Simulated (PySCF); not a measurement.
System: C4H7BO2Si.

```xyz
15

B    -2.0665   -1.6121    0.3585
O    -2.6352   -0.4014    0.3240
C    -1.7456    0.6647   -0.0282
Si   -0.0725   -0.2423   -0.3515
C     1.3499    0.2087    0.7899
C     2.7804    0.1496    0.2955
C     2.2997    1.3380    0.4526
O    -0.7313   -1.6892    0.0576
H    -2.6886   -2.5566    0.6386
H    -2.1709    1.1697   -0.8975
H    -1.7428    1.3749    0.8021
H     0.2645   -0.2776   -1.7758
H     1.2014    0.0027    1.8521
H     3.5611   -0.5155    0.0251
H     2.3919    2.3944    0.4135
```

Geometry: GFN2-xTB.

Computed with PBE0/def2-SVPD, SCF density, gas phase in PySCF 2.14.0.

Question: What can the converged electron density and electron localisation function tell about the bonding?

Answer: B–O (1.34 Å): ρ is about 2.3 e/Å³ halfway; the ELF peaks at about 0.90 between the atoms (a polar covalent bond).
C–O (1.43 Å): the density is about 1.9 e/Å³ at the midpoint, with its minimum of 1.6 e/Å³ about 0.5 Å from C; the ELF peaks at about 0.90 between the atoms: a polar covalent bond.
Si–O (1.64 Å): ρ is about 1.1 e/Å³ halfway; the ELF peaks at about 0.90 between the atoms (a polar covalent bond).

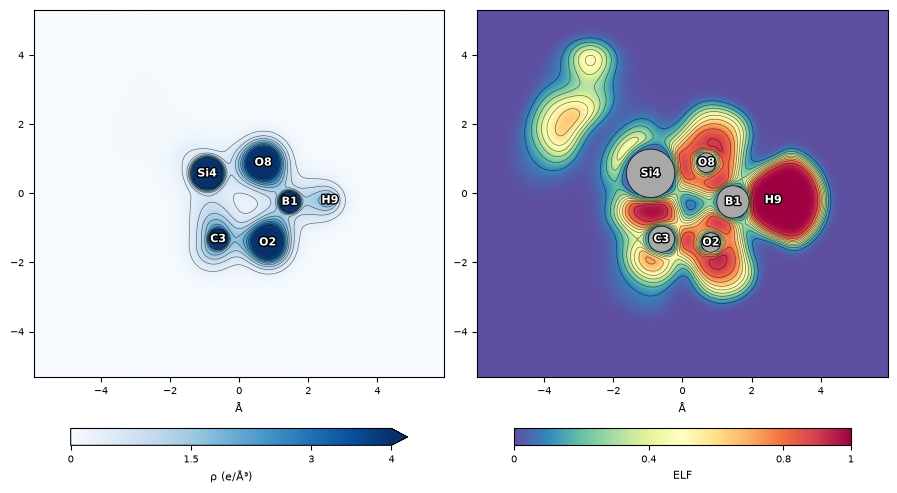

Computed electron density and electron localisation function on the plane of atoms B1, O2 and C3, in this order. Grey discs cover the atomic cores in the ELF map. 
